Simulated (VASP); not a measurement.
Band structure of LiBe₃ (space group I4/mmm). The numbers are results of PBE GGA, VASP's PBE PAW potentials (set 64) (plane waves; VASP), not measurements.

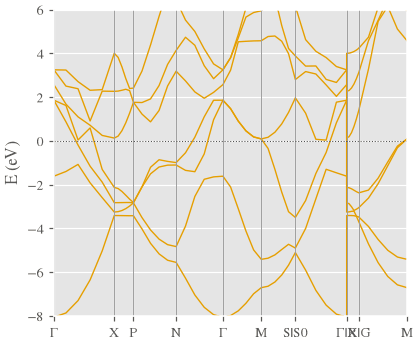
Fig. 1. Bands along high-symmetry lines, zero at the valence-band maximum or, without a gap, the Fermi level

Problem. Read the plot: is there a gap, and where are the band edges?

Solution. It has no gap at this level: it comes out as a metal or semimetal.

The structure was generated: LiBe3 was put into an ordered model structure, which need not be its known phase. The cell was not relaxed at this level. The electron count is odd and the run is not spin-polarised, which forces a metal.
